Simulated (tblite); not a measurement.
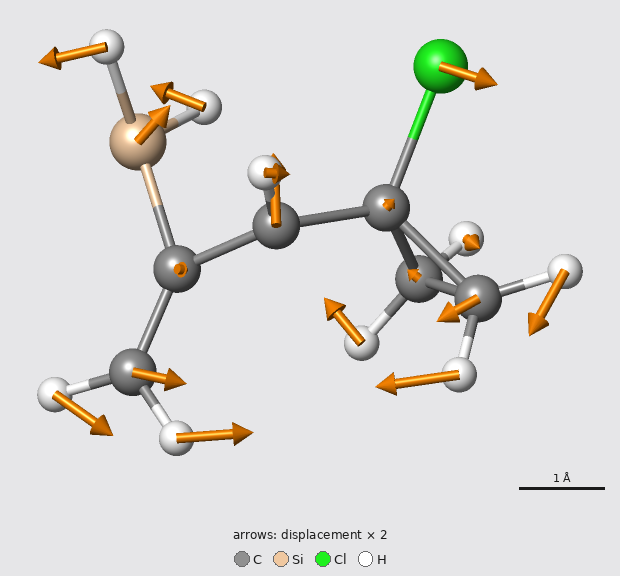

A relaxation of C6H9ClSi. The starting structure is drawn; orange arrows show the displacements, magnified 2 times. The two geometries are superimposed by the best rigid fit.

A ball-and-stick model, seen face on.

Theory: GFN2-xTB geometry optimisation, gas phase in tblite 0.8.0. 

Q: Describe the change and its energy.

A: Over 120 geometry steps the energy falls by 1.455 eV. The atom that moves furthest after the best rigid fit is an H atom (0.50 Å). By element the largest moves are H 0.50 Å, C 0.49 Å, Cl 0.37 Å, Si 0.30 Å. Near-neighbour distances that change, for instance: C–Si 2.320 → 1.914 Å, C–Si 1.727 → 1.858 Å, C–C 1.415 → 1.510 Å, C–C 1.550 → 1.489 Å. Among the angles between lasting bonds that change: Si–C–C 94.7° → 68.3°, C–C–Si 135.1° → 154.5°, C–C–C 130.2° → 137.1°.
